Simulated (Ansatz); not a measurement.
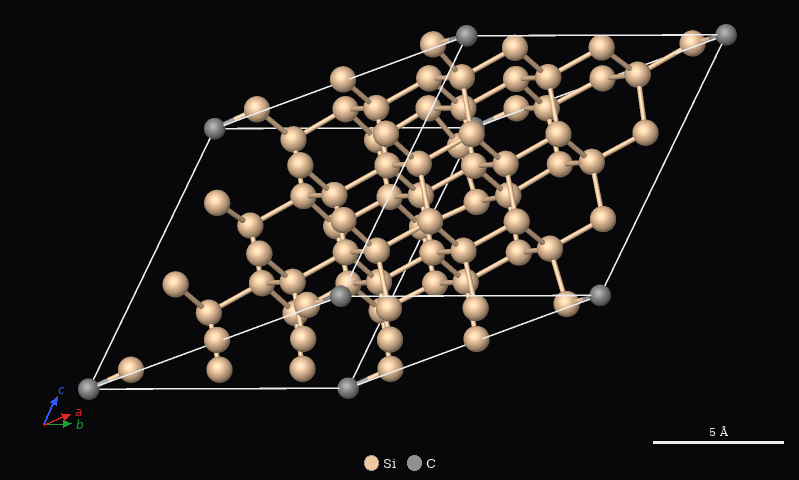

Figure: ball-and-stick view from a general direction. The edges of the simulation cell are marked.

Describe the arrangement of the atoms.

- The structure is one of Si54C.
- The cell has 55 atoms, namely 54 Si, 1 C.
- Each C atom is coordinated by three Si at about 1.8 Å.
- The bonds build a three-dimensional framework.

The structure was taken from a structure listed in the Materials Project, repeated into a supercell with a point defect put in. The atoms were relaxed in a fixed cell with DFT PBE, scalar-relativistic, plane waves, PAW (Ansatz).
